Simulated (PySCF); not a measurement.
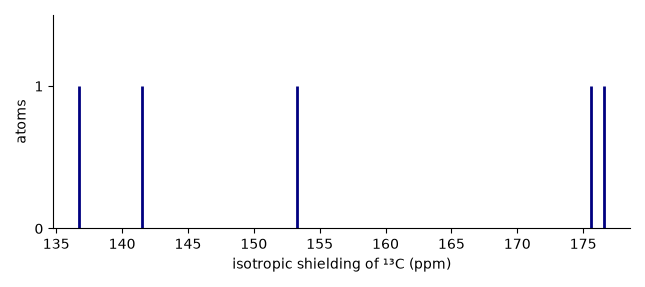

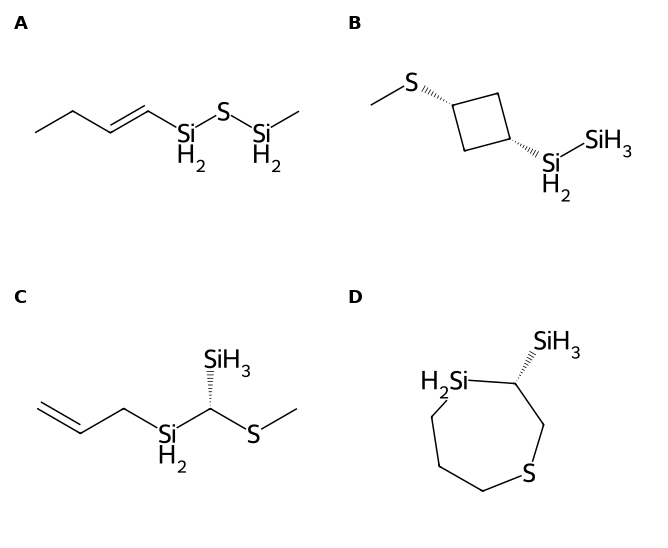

The sticks are computed shieldings of one of the molecules, for one fixed geometry (GFN2-xTB) without averaging over rotations. Low shielding means a high chemical shift. Method: GIAO PBE0/pcSseg-1 NMR shielding, non-relativistic, gas phase (PySCF 2.14.0).

**Match the spectrum to a structure.**

D, `[SiH3][C@@H]1CSCCC[SiH2]1`. Its 5 C atoms give lines at 136.8, 141.5, 153.3, 175.6, 176.6 ppm.

The geometry is semi-empirical. Around Si such bond lengths and angles can be off by a tenth of an ångström or more and by several degrees, and values that hang on the shape move with them.
